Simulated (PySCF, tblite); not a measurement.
**C₇H₁₀N radical: geometry, infrared bands and EPR parameters**

What infrared bands and EPR parameters should C₇H₁₀N radical (`CC1=C[C]=C[C@@H]1CN`) show?

The runs use tblite 0.8.0 and PySCF 2.14.0, with density-fitted response routines of our own; the level of theory stands in each step. All values are computed, except where a source is named. Atoms are numbered from 0 throughout.

## (1) The starting structure

18 atoms, charge 0, multiplicity 2; geometry from: force field or distance geometry start.

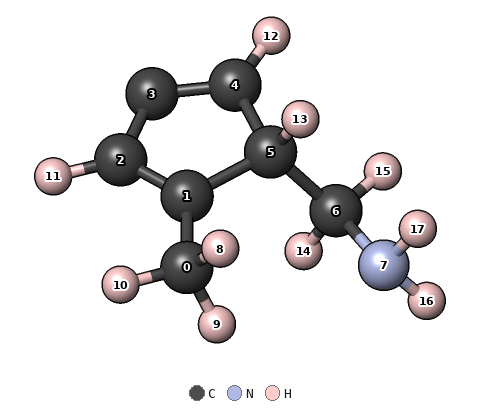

The starting geometry (carbon dark grey, nitrogen light blue, hydrogen pink), atoms numbered; sticks join atoms by distance.

## (2) Optimising the geometry with GFN2-xTB

The job: settings as JSON, then the geometry in Å.

```
{"job": {"kind": "relax", "xc": "GFN2-xTB", "basis": "xTB"}, "charge": 0, "multiplicity": 2}
C     -1.463700    -1.375700     0.217100
C     -1.104600     0.025400    -0.141600
C     -1.816200     0.909700    -0.834400
C     -1.080200     2.117700    -0.896600
C      0.057600     2.059000    -0.261900
C      0.215300     0.666000     0.323400
C      1.495600    -0.020500    -0.203000
N      1.821100    -1.255900     0.526200
H     -1.402900    -1.528700     1.300800
H     -0.815200    -2.089700    -0.274100
H     -2.501300    -1.601100    -0.092000
H     -2.802300     0.758100    -1.278700
H      0.733800     2.888200    -0.119100
H      0.243500     0.745500     1.417600
H      1.388900    -0.249800    -1.263500
H      2.347600     0.656800    -0.088600
H      2.682800    -1.644700     0.154000
H      1.991300    -1.053900     1.502800
```

Run with:

```
$ OMP_NUM_THREADS=1 python probes_run.py task.json out
```

The driver reads the jobs from task.json and runs them one after another.

Standard output:

```text
step      E/eV     max force
  0    -621.71232    1.501
  1    -621.75670    1.148
  2    -621.77910    0.391
  3    -621.79185    0.289
  4    -621.80466    0.358
  5    -621.81185    0.273
  6    -621.81852    0.209
  7    -621.82388    0.245
  8    -621.82767    0.181
  9    -621.82980    0.085
 10    -621.83110    0.096
 11    -621.83239    0.090
 12    -621.83383    0.089
 13    -621.83528    0.088
 14    -621.83652    0.086
 15    -621.83749    0.078
 16    -621.83833    0.069
 17    -621.83916    0.066
 18    -621.84000    0.073
 19    -621.84076    0.071
 20    -621.84144    0.063
 21    -621.84214    0.075
 22    -621.84296    0.087
 23    -621.84401    0.087
 24    -621.84533    0.090
 25    -621.84681    0.098
 26    -621.84818    0.086
 27    -621.84915    0.087
 28    -621.84975    0.059
 29    -621.85016    0.049
 30    -621.85048    0.040
 31    -621.85072    0.038
 32    -621.85090    0.035
 33    -621.85105    0.029
 34    -621.85121    0.033
 35    -621.85136    0.027
 36    -621.85148    0.027
 37    -621.85159    0.024
 38    -621.85170    0.026
 39    -621.85185    0.029
 40    -621.85203    0.041
 41    -621.85223    0.041
 42    -621.85246    0.034
 43    -621.85272    0.036
 44    -621.85302    0.037
 45    -621.85334    0.037
 46    -621.85367    0.043
 47    -621.85397    0.045
 48    -621.85427    0.046
 49    -621.85455    0.047
 50    -621.85481    0.036
 51    -621.85505    0.036
 52    -621.85526    0.031
 53    -621.85542    0.030
 54    -621.85555    0.032
 55    -621.85568    0.029
 56    -621.85588    0.041
 57    -621.85617    0.053
 58    -621.85639    0.050
 59    -621.85669    0.039
 60    -621.85691    0.036
 61    -621.85705    0.030
 62    -621.85718    0.025
 63    -621.85729    0.020
 64    -621.85735    0.023
 65    -621.85742    0.024
 66    -621.85749    0.025
 67    -621.85756    0.022
 68    -621.85762    0.020
 69    -621.85766    0.018
 70    -621.85772    0.022
 71    -621.85779    0.028
 72    -621.85790    0.032
 73    -621.85801    0.023
 74    -621.85811    0.024
 75    -621.85823    0.029
 76    -621.85835    0.034
 77    -621.85845    0.031
 78    -621.85851    0.015
 79    -621.85853    0.010
```

Run time: 0.49 s. Hardware: 1 thread of Arm Neoverse V1, shared host; peak memory 0.18 GiB.

Step by step: (not every step is listed)

```csv
step,energy from step 0 (eV),largest force (eV/Å)
0,0.0000,1.5014
1,-0.0444,1.1479
2,-0.0668,0.3913
3,-0.0795,0.2887
4,-0.0923,0.3581
5,-0.0995,0.2733
6,-0.1062,0.2090
7,-0.1116,0.2453
8,-0.1154,0.1810
14,-0.1242,0.0859
20,-0.1291,0.0635
26,-0.1359,0.0865
32,-0.1386,0.0350
38,-0.1394,0.0257
44,-0.1407,0.0370
50,-0.1425,0.0361
56,-0.1436,0.0409
62,-0.1449,0.0254
68,-0.1453,0.0195
74,-0.1458,0.0242
75,-0.1459,0.0291
76,-0.1460,0.0340
77,-0.1461,0.0309
78,-0.1462,0.0146
79,-0.1462,0.0095
```

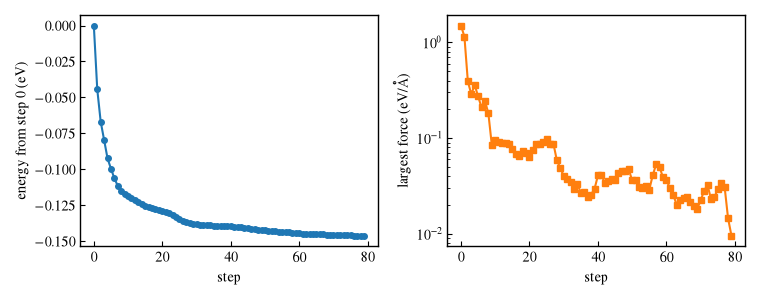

Energy and force, step by step.

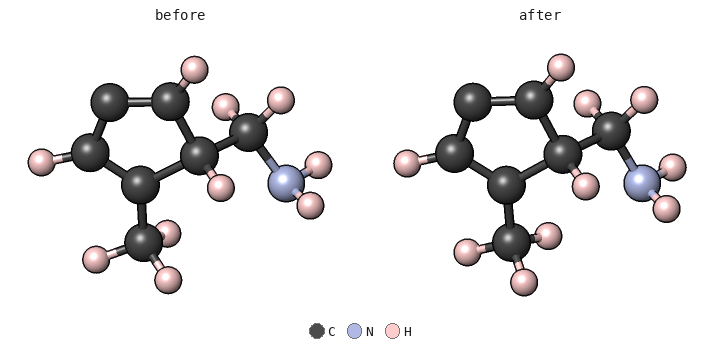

The geometry before (left) and after (right).

Close pairs (by a distance rule), those that changed most:

```csv
bond,before (Å),after (Å),change (Å)
C1–C5,1.539,1.514,-0.025
C2–C3,1.416,1.438,+0.022
C0–H10,1.106,1.087,-0.019
C2–H11,1.092,1.074,-0.018
C6–N7,1.471,1.454,-0.017
C3–C4,1.304,1.321,+0.017
C1–C2,1.330,1.345,+0.015
C5–C6,1.545,1.533,-0.012
```

The final coordinates are the input of the step that follows.

## (3) Infrared spectrum with GFN2-xTB

The job: settings as JSON, then the geometry in Å.

```
{"job": {"kind": "ir", "xc": "GFN2-xTB", "basis": "xTB"}, "charge": 0, "multiplicity": 2}
C     -1.390643    -1.375327     0.269605
C     -1.069961     0.025659    -0.102394
C     -1.814812     0.888051    -0.816359
C     -1.097958     2.132922    -0.890217
C      0.062796     2.099811    -0.260600
C      0.215833     0.702112     0.321998
C      1.481134     0.017161    -0.208406
N      1.676161    -1.276461     0.426359
H     -1.591671    -1.444336     1.339454
H     -0.536784    -2.014871     0.052528
H     -2.266473    -1.727452    -0.269727
H     -2.775893     0.704618    -1.259457
H      0.808311     2.862144    -0.150758
H      0.274183     0.759180     1.414220
H      1.368489    -0.150314    -1.283228
H      2.331727     0.703526    -0.057549
H      2.491035    -1.739174     0.039179
H      1.825764    -1.160932     1.423694
```

Standard output:

```text
mode    cm-1     km/mol
  1      86.8      1.21
  2     114.7      1.11
  3     156.1      5.13
  4     195.8     10.02
  5     263.2     11.14
  6     272.8     29.19
  7     315.2      0.59
  8     387.8      3.16
  9     474.9      0.62
 10     553.0      6.81
 11     612.3      4.69
 12     744.9     10.00
 13     759.2      5.06
 14     808.6      8.70
 15     830.9      8.73
 16     904.0     65.72
 17     959.9     38.22
 18     998.7     12.22
 19    1003.6     10.19
 20    1015.4      8.06
 21    1044.9      9.32
 22    1055.8      3.12
 23    1091.7      5.90
 24    1119.3      5.42
 25    1131.9     14.56
 26    1159.2     12.42
 27    1232.8      2.99
 28    1242.3      4.78
 29    1264.0     20.76
 30    1314.0      6.98
 31    1354.2     20.18
 32    1392.8      4.92
 33    1456.5     10.02
 34    1475.1      6.85
 35    1483.9      2.33
 36    1558.1     29.69
 37    1582.5     30.93
 38    1641.4      5.39
 39    2818.7     92.98
 40    2914.6     25.68
 41    2967.7     36.34
 42    2988.4     33.84
 43    3023.5      5.19
 44    3041.7     27.27
 45    3139.7     37.31
 46    3155.6     24.50
 47    3383.2      9.29
 48    3418.1      9.47
```

It took 0.59 s on 1 thread of Arm Neoverse V1, shared host; peak memory 0.18 GiB.

The strongest bands and the atoms that carry them (share of the mass-weighted mode):

```csv
cm⁻¹,km/mol,atoms
904,65.7,"H17 32 %, C5 12 %, H14 12 %"
960,38.2,"H16 20 %, C4 20 %, C5 20 %"
1558,29.7,"H17 47 %, H16 44 %"
1582,30.9,"C1 30 %, C4 25 %, C3 25 %, C2 15 %"
2819,93.0,H15 93 %
2968,36.3,H14 92 %
2988,33.8,H8 89 %
3140,37.3,H11 92 %
```

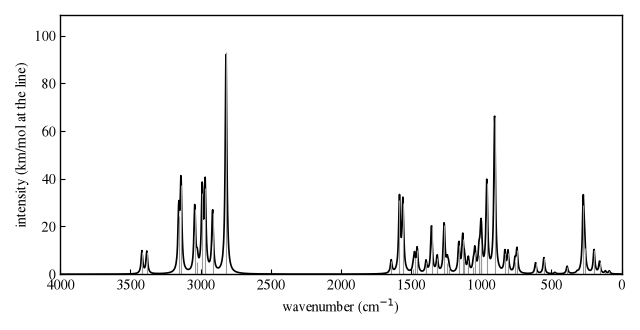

The infrared spectrum from these modes, unscaled. Lines are broadened to a width of 14 cm⁻¹ (Lorentzian).

## (4) g tensor and hyperfine couplings: B3LYP/pcH-1

The job, as its differences from that of step 3:

```diff
@@ -1,2 +1,2 @@
-{"job": {"kind": "ir", "xc": "GFN2-xTB", "basis": "xTB"}, "charge": 0, "multiplicity": 2}
+{"job": {"kind": "epr", "basis": "pcH-1"}, "charge": 0, "multiplicity": 2}
 C     -1.390643    -1.375327     0.269605
```

Method: UKS B3LYP, pcH-1 on C H N, non-relativistic, mean-field spin-orbit, GIAO.

Standard output:

```text
UKS, coarse grid
  cycle   1  E = -327.34105875  |g| = 3.75e-01
  cycle   2  E = -327.32408766  |g| = 4.35e-01
  cycle   3  E = -327.41200639  |g| = 5.46e-02
  cycle   4  E = -327.41267461  |g| = 3.97e-02
  cycle   5  E = -327.41344833  |g| = 1.21e-02
  cycle   6  E = -327.41353032  |g| = 5.34e-03
  cycle   7  E = -327.41355655  |g| = 1.69e-03
  cycle   8  E = -327.41356879  |g| = 1.02e-03
  cycle   9  E = -327.41357127  |g| = 6.51e-04
UKS, final grid
  cycle   1  E = -327.41356107  |g| = 7.34e-04
  cycle   2  E = -327.41356129  |g| = 9.45e-04
  cycle   3  E = -327.41356177  |g| = 2.00e-04
  cycle   4  E = -327.41356199  |g| = 2.21e-04
  cycle   5  E = -327.41356208  |g| = 4.76e-05
  cycle   6  E = -327.41356208  |g| = 1.57e-05
E = -327.41356208 Eh   <S^2> = 0.7595 (exact 0.7500)
g shifts (ppm)      1          2          3
  rmc          -166       -166       -166
  gc             29         14        -38
  oz_so        -650        -24        547
  total        -787       -176        343
hyperfine (MHz)  atom isotope    a_iso     a_fc   dipolar eigenvalues
    0   13C       2.63       2.63     -1.12     -1.05      2.16
    1   13C      47.79      47.79     -4.79      0.88      3.91
    2   13C      44.85      44.85    -10.85     -4.80     15.65
    3   13C     418.50     418.50    -79.05    -59.45    138.50
    4   13C      20.30      20.30    -22.68      1.20     21.48
    5   13C      59.06      59.06     -7.68     -6.40     14.08
    6   13C      -2.49      -2.49     -0.57     -0.40      0.97
    7   14N       2.44       2.44     -0.18     -0.15      0.33
    8    1H       4.45       4.45     -1.32     -0.84      2.16
    9    1H       4.79       4.79     -1.35     -0.74      2.10
   10    1H       1.06       1.06     -1.50     -1.04      2.54
   11    1H      10.21      10.21     -6.69     -5.21     11.90
   12    1H      38.74      38.74     -6.55     -4.78     11.33
   13    1H      -3.73      -3.73     -4.00     -1.53      5.54
   14    1H       0.95       0.95     -1.83     -1.25      3.07
   15    1H       0.13       0.13     -1.35     -0.99      2.34
   16    1H       3.19       3.19     -0.60     -0.47      1.07
   17    1H      -0.20      -0.20     -0.86     -0.68      1.54
```

Wall time 1.7 min (1 thread of Arm Neoverse V1, shared host); peak memory 0.97 GiB.

Principal g values 2.00153, 2.00214, 2.00266; g(iso) = 2.00211, against 2.00232 for a free electron.

Mean a(iso) over the nuclei that a row names, and the largest dipolar term of the row (other rows stand at the frozen geometry):

```csv
nuclei,isotope,a(iso) (MHz),"a(iso) (G, at g = 2.0023)",largest dipolar term (MHz)
C3,13C,418.5,149.3,138.5
C5,13C,59.1,21.1,14.1
C1,13C,47.8,17.1,-4.8
C2,13C,44.8,16.0,15.7
H12,1H,38.7,13.8,11.3
C4,13C,20.3,7.2,-22.7
H11,1H,10.2,3.6,11.9
H13,1H,-3.7,-1.3,5.5
"H8, H9, H10",1H,3.4,1.2,2.5
C0,13C,2.6,0.9,2.2
C6,13C,-2.5,-0.9,1.0
N7,14N,2.4,0.9,0.3
"H16, H17",1H,1.5,0.5,1.5
H14,1H,1.0,0.3,3.1
```

Mulliken spin populations:

C0 0.00; C1 0.05; C2 -0.03; C3 1.00; C4 -0.13; C5 0.08; C6 0.00; N7 0.00; H8 0.00; H9 0.00; H10 0.00; H11 0.00; H12 0.02; H13 0.00; H14 0.00; H15 0.00; H16 0.00; H17 0.00

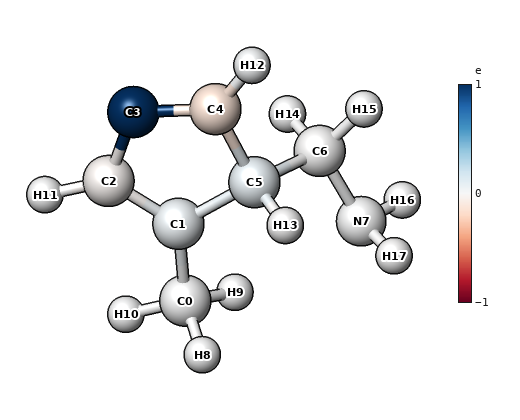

Mulliken spin populations, as colours on the atoms.

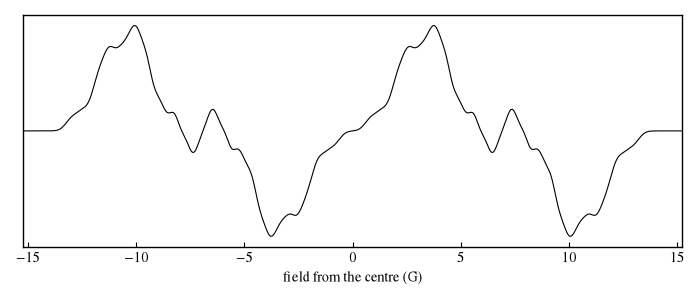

First-order isotropic spectrum (first derivative, main isotopes with spin only, couplings over 0.8 MHz, Gaussian width 0.3 G; couplings of the frozen geometry, rotation of groups not averaged beyond the rows shown).

The fields below are evaluated on a grid from the run's orbitals.

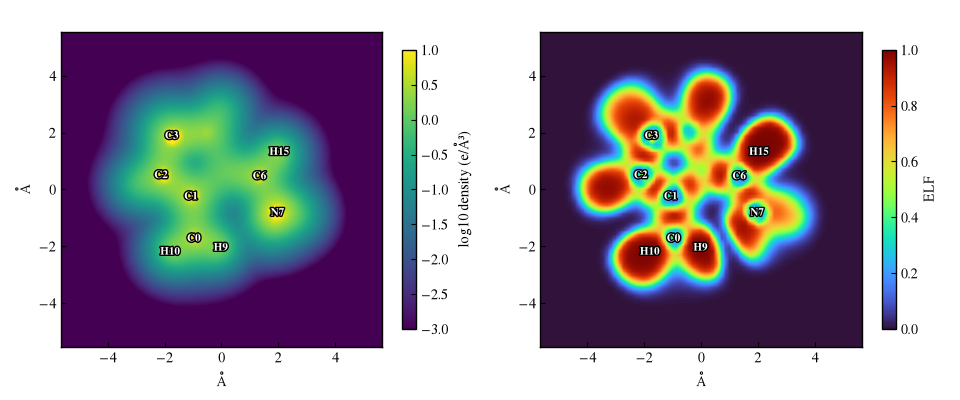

Density (left) and ELF (right) in a plane through or near 9 of the atoms.

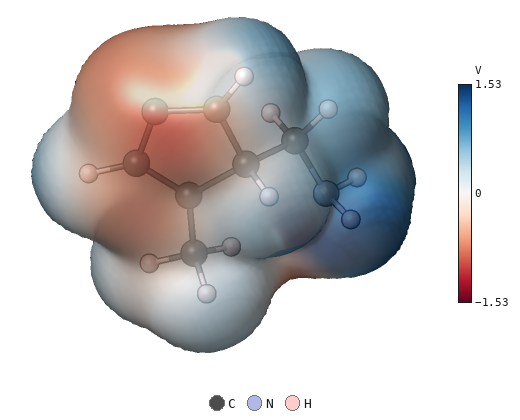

Electrostatic potential on the surface of density 0.002 e/bohr³; red is low, blue high. It runs from -0.94 to 1.53 V.

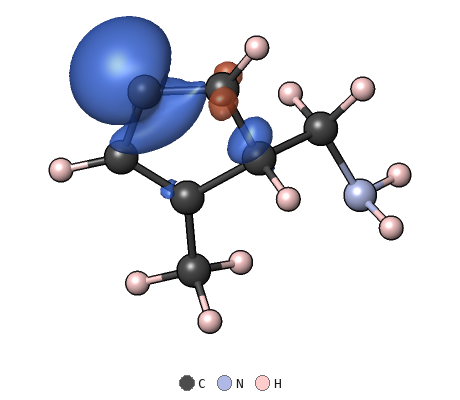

Spin density at ±0.05 e/Å³ (alpha excess blue, beta excess red).

## (5) Outcome

| quantity | value |
| --- | --- |
| strongest single infrared mode (GFN2-xTB) | 2819 cm⁻¹, 93 km/mol |
| zero-point energy (GFN2-xTB) | 94.2 kcal/mol |
| g(iso) (B3LYP) | 2.00211 |
| ⟨S²⟩ | 0.760 (exact 0.75) |
| largest a(iso) (averaged by class) | 13C on C3, 418.5 MHz |
| surface potential, least and greatest | -0.94 V and 1.53 V |

**Reading.** The optimisation took 79 steps and gained 0.146 eV; among the close pairs (by a distance rule), C1–C5 changed most, from 1.539 to 1.514 Å. No mode is imaginary among the 48: a minimum at this level. The strongest single mode, at 2819 cm⁻¹, moves mainly H15. GFN2-xTB is a fitted tight-binding method: band positions and strengths are rough. Its intensities can rank the bands wrongly. C3 carries the largest spin population, 1.00 e. The isotropic g lies 0.2 ppt below the free-electron value.
